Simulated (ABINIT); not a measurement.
# Diamond (Fd-3m, 2 atoms a cell): G0W0 in ABINIT against the wavefunction cutoff in GW, part 2 of 2

How does the gap of Diamond (Fd-3m, 2 atoms a cell) converge in the wavefunction cutoff in GW?

ABINIT 10.8.3; PBE and many-body steps on it, plane waves. Known limits of the many-body steps: not at the basis limit.

So far. Step 2 (Screening, 8×8×8 mesh, 56 bands, screening to 261.2 eV): Local fields lower ε∞ by 8 %. Step 5 (18.5 Ha): The gap on the mesh goes from 4.19 eV to 5.44 eV, a correction of +1.25 eV.

### Step 6. Screening, 8×8×8 mesh, 56 bands, screening to 261.2 eV

This step: RPA screening on PBE, plane waves, norm-conserving pseudopotentials.

The input, run.abi:

```
acell 3*1.0 Angstrom
rprim 
  -0.000000000000 1.783370000000 1.783370000000
  1.783370000000 0.000000000000 1.783370000000
  1.783370000000 1.783370000000 0.000000000000
ntypat 1
znucl 6
natom 2
typat 1 1
xred 
  0.000000000000 0.000000000000 -0.000000000000
  0.250000000000 0.250000000000 0.250000000000
pp_dirpath "pseudos"
pseudos "C.upf"
ecut 37
ngkpt 8 8 8
nshiftk 1
shiftk 0 0 0
kptopt 1
chksymbreak 0
istwfk *1
occopt 1
irdwfk 1
optdriver 3
nband 56
ecuteps 9.6
inclvkb 2
awtr 1
symchi 1
ecutwfn 27.8
indata_prefix "in"
outdata_prefix "out"
tmpdata_prefix "tmp"
```

Command:

```sh
OMP_NUM_THREADS=1 mpirun -n 4 abinit run.abi > log
```

Output:

```text
.Version 10.8.3 of ABINIT. v10.8.2 released Aug 2026.

 Symmetries : space group Fd -3 m (#227); Bravais cF (face-center cubic)
[... echo of the input left out ...]
== DATASET  1 ==================================================================
-   mpi_nproc: 4, omp_nthreads: 1 (-1 if OMP is not activated)

--- !DatasetInfo
iteration_state: {dtset: 1, }
dimensions: {natom: 2, nkpt: 29, mband: 56, nsppol: 1, nspinor: 1, nspden: 1, mpw: 546, }
cutoff_energies: {ecut:  27.8, pawecutdg:  -1.0, }
[...]
--------------------------------------------------------------------------------
[... chi0 elements left out ...]
 For q-point:  0.000010 0.000020 0.000030
  dielectric constant =   5.5120
  dielectric constant without local fields =   5.9514

  Average fulfillment of the sum rule on Im[epsilon] for q-point    1 :     85.42  [%]
[... wings left out ...]
  q-point number  2        q = ( 0.125000, 0.000000, 0.000000) [r.l.u.]
--------------------------------------------------------------------------------
[... chi0 elements left out ...]
  Average fulfillment of the sum rule on Im[epsilon] for q-point    2 :     97.23  [%]

 [... 27 further q-points ...]
```

It took 18 s on 4 MPI ranks of AMD EPYC 9R45, shared host; peak memory 0.63 GiB; 70 s of CPU time.

Numbers from this step:

```
ε∞ with local fields, on this mesh, along the program's q direction : 5.512
the same without local fields                                       : 5.951
plasma frequency                                                    : 31.18 eV
plane waves in the screening matrix                                 : 113
```

### Step 7. 27.8 Ha

This step: G0W0 on PBE, plane waves, norm-conserving pseudopotentials.

run.abi: that of step 6 with these lines changed.

```diff
@@ -23,8 +23,17 @@
 irdwfk 1
-optdriver 3
+optdriver 4
 nband 56
+gwcalctyp 0
+ecutsigx 27.8
+symsigma 1
+nkptgw 2
+kptgw 
+  0.0000000000 0.0000000000 0.0000000000
+  0.3750000000 0.3750000000 0.0000000000
+bdgw 
+  2 7
+  3 6
 ecuteps 9.6
-inclvkb 2
-awtr 1
-symchi 1
+irdscr 1
+ppmodel 1
 ecutwfn 27.8
```

Output:

```text
.Version 10.8.3 of ABINIT. v10.8.2 released Aug 2026.

 Symmetries : space group Fd -3 m (#227); Bravais cF (face-center cubic)
[... echo of the input left out ...]
== DATASET  1 ==================================================================
-   mpi_nproc: 4, omp_nthreads: 1 (-1 if OMP is not activated)

--- !DatasetInfo
iteration_state: {dtset: 1, }
dimensions: {natom: 2, nkpt: 29, mband: 56, nsppol: 1, nspinor: 1, nspden: 1, mpw: 546, }
cutoff_energies: {ecut:  27.8, pawecutdg:  -1.0, }
[...]
Band     E0 <VxcDFT>   SigX SigC(E0)      Z dSigC/dE  Sig(E)    E-E0       E
[...]
5  14.483 -14.095  -8.672  -4.676   0.842  -0.188 -13.466   0.628  15.111
        6  17.096 -13.238  -7.304  -5.217   0.843  -0.186 -12.633   0.605  17.701

== END DATASET(S) ==============================================================
================================================================================

 -outvars: echo values of variables after computation  --------
           etotal      0.0000000000E+00
            nband          56
             nkpt          29
          spgroup         227
 [... the other variables as echoed above ...]

 Calculation completed.
```

It took 4.5 s on 4 MPI ranks; peak memory 0.69 GiB; 17 s of CPU time.

This step gave:

| Property | Result |
| --- | --- |
| G0W0 gap on the points computed | 5.461 eV |
| starting gap on the mesh | 4.190 eV |
| k of the valence top | 0, 0, 0 |
| k of the conduction bottom | 0.375, 0.375, 0 |
| least direct G0W0 gap on the computed points | 7.406 eV |

Against the run before, the gap moves by +0.023 eV.

### Step 8. Screening, 8×8×8 mesh, 56 bands, screening to 261.2 eV

This step: RPA screening on PBE, plane waves, norm-conserving pseudopotentials.

run.abi: that of step 7 with these lines changed.

```diff
@@ -23,18 +23,8 @@
 irdwfk 1
-optdriver 4
+optdriver 3
 nband 56
-gwcalctyp 0
-ecutsigx 27.8
-symsigma 1
-nkptgw 2
-kptgw 
-  0.0000000000 0.0000000000 0.0000000000
-  0.3750000000 0.3750000000 0.0000000000
-bdgw 
-  2 7
-  3 6
 ecuteps 9.6
-irdscr 1
-ppmodel 1
-ecutwfn 27.8
+inclvkb 2
+awtr 1
+symchi 1
 indata_prefix "in"
```

Output:

```text
.Version 10.8.3 of ABINIT. v10.8.2 released Aug 2026.

 Symmetries : space group Fd -3 m (#227); Bravais cF (face-center cubic)
[... echo of the input left out ...]
== DATASET  1 ==================================================================
-   mpi_nproc: 4, omp_nthreads: 1 (-1 if OMP is not activated)

--- !DatasetInfo
iteration_state: {dtset: 1, }
dimensions: {natom: 2, nkpt: 29, mband: 56, nsppol: 1, nspinor: 1, nspden: 1, mpw: 869, }
cutoff_energies: {ecut:  37.0, pawecutdg:  -1.0, }
[...]
--------------------------------------------------------------------------------
[... chi0 elements left out ...]
 For q-point:  0.000010 0.000020 0.000030
  dielectric constant =   5.5095
  dielectric constant without local fields =   5.9484

  Average fulfillment of the sum rule on Im[epsilon] for q-point    1 :     85.44  [%]
[... wings left out ...]
  q-point number  2        q = ( 0.125000, 0.000000, 0.000000) [r.l.u.]
--------------------------------------------------------------------------------
[... chi0 elements left out ...]
  Average fulfillment of the sum rule on Im[epsilon] for q-point    2 :     97.24  [%]

 [... 27 further q-points ...]
```

The job ended after 22 s (4 MPI ranks; peak memory 0.65 GiB; 86 s of CPU time).

This step gave:

```yaml
eps_infinity_with_local_fields_on_this_mesh_along_the_program_s_q_direction: 5.510
the_same_without_local_fields: 5.948
plasma_frequency: 31.18 eV
plane_waves_in_the_screening_matrix: 113
```

### Step 9. 37 Ha

This step: G0W0 on PBE, plane waves, norm-conserving pseudopotentials.

run.abi: that of step 8 with these lines changed.

```diff
@@ -23,8 +23,17 @@
 irdwfk 1
-optdriver 3
+optdriver 4
 nband 56
+gwcalctyp 0
+ecutsigx 37
+symsigma 1
+nkptgw 2
+kptgw 
+  0.0000000000 0.0000000000 0.0000000000
+  0.3750000000 0.3750000000 0.0000000000
+bdgw 
+  2 7
+  3 6
 ecuteps 9.6
-inclvkb 2
-awtr 1
-symchi 1
+irdscr 1
+ppmodel 1
 indata_prefix "in"
```

Output:

```text
.Version 10.8.3 of ABINIT. v10.8.2 released Aug 2026.

 Symmetries : space group Fd -3 m (#227); Bravais cF (face-center cubic)
[... echo of the input left out ...]
== DATASET  1 ==================================================================
-   mpi_nproc: 4, omp_nthreads: 1 (-1 if OMP is not activated)

--- !DatasetInfo
iteration_state: {dtset: 1, }
dimensions: {natom: 2, nkpt: 29, mband: 56, nsppol: 1, nspinor: 1, nspden: 1, mpw: 869, }
cutoff_energies: {ecut:  37.0, pawecutdg:  -1.0, }
[...]
Band     E0 <VxcDFT>   SigX SigC(E0)      Z dSigC/dE  Sig(E)    E-E0       E
[...]
5  14.483 -14.094  -8.673  -4.677   0.842  -0.188 -13.467   0.627  15.110
        6  17.096 -13.238  -7.304  -5.217   0.843  -0.186 -12.633   0.605  17.701

== END DATASET(S) ==============================================================
================================================================================

 -outvars: echo values of variables after computation  --------
           etotal      0.0000000000E+00
            nband          56
             nkpt          29
          spgroup         227
 [... the other variables as echoed above ...]

 Calculation completed.
```

Run time: 5.4 s. Hardware: 4 MPI ranks; peak memory 0.66 GiB.

Numbers from this step:

| Item | Value |
| --- | --- |
| G0W0 gap on the points computed | 5.467 eV |
| starting gap on the mesh | 4.190 eV |
| k of the valence top | 0, 0, 0 |
| k of the conduction bottom | 0.375, 0.375, 0 |
| least direct G0W0 gap on the computed points | 7.408 eV |

Against the run before, the gap moves by +0.006 eV.

### Step 10. Side by side

Times are wall times on 4 MPI ranks of AMD EPYC 9R45, shared host, good to a factor of about two. A run's time includes the screening step that it read.

```tsv
run	mesh	bands	screening cutoff (eV)	DFT gap (eV)	gap on the mesh (eV)	direct (eV)	ε∞ used	time
11.1 Ha	8×8×8	56	261.2	4.190	5.367	7.409	5.58	22 s
18.5 Ha	8×8×8	56	261.2	4.190	5.438	7.407	5.52	22 s
27.8 Ha	8×8×8	56	261.2	4.190	5.461	7.406	5.51	22 s
37 Ha	8×8×8	56	261.2	4.190	5.467	7.408	5.51	27 s
```

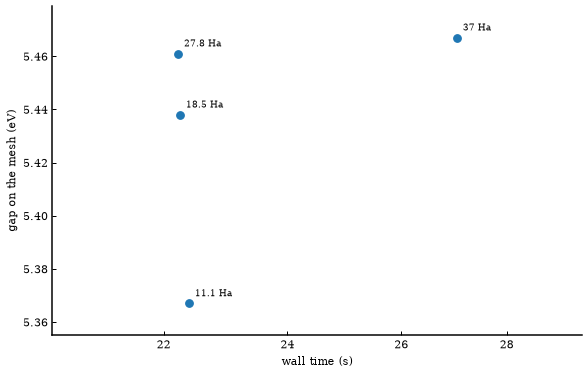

Result against wall time.

### Step 11. Summary of results

```
11.1 Ha      : 5.367 eV
18.5 Ha      : 5.438 eV
27.8 Ha      : 5.461 eV
37 Ha        : 5.467 eV
known limits : not at the basis limit
```

The setting moved: wavefunction cutoff in GW. From 11.1 Ha to 37 Ha the gap moves by +0.10 eV. It holds to 0.03 eV from 18.5 Ha on. Bands and screening cutoff are coupled, so a series along one setting does not show full convergence. The exchange cutoff follows the wavefunction cutoff here. Bands and cutoff are finite, so the gap is not at the basis limit. The miss can reach some tenths of an eV and take either sign; the mesh is an error of its own. In the G0W0 runs levels were corrected at 2 k points alone, so a gap called «on the mesh» is the least over those, and an edge elsewhere would be missed.

[Paths, hosts, dates, memory and timing lines, banners, echoed tables and standing remarks are left out of the program output.]

[Logs are printed without paths, hosts, clocks, repeated set-up lines and the standing remarks that a program may print on its own settings, such as how far it seeks lower states.]

[Runs of the session that timed out or met a known fault of the program may be left out.]

[Hosts, paths, dates, database ids (printed as entryN), source tags and the programs' standing remarks are cut or masked in the printed files.]

[G0W0 gaps are taken among the corrected bands and points alone; a level outside them can change the order at an edge.]

[Where Ansatz stands beside ABINIT at settings called matched, ABINIT's density can come from a denser mesh and the files from another edition; pairs whose starting gaps differed by over 0.03 eV were left out, so agreement reads better than it is.]
